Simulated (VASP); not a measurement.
Band structure of LiH (rock salt). Method: revPBE GGA, VASP's PBE PAW potentials (set 64) (plane waves; VASP 6.6.1).

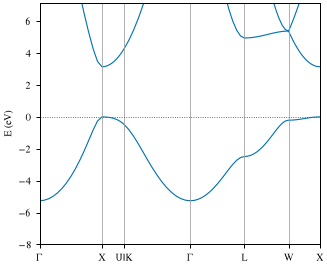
Fig. 1. Bands along high-symmetry lines, zero at the valence-band maximum or, without a gap, the Fermi level

Question: Read the plot: is there a gap, and where are the band edges?

Answer: The gap is direct, 3.14 eV, from the valence maximum at X to the conduction minimum at X. (Edges off the drawn lines would not show.)

The compound is LiH in the rock salt structure. It was relaxed first.
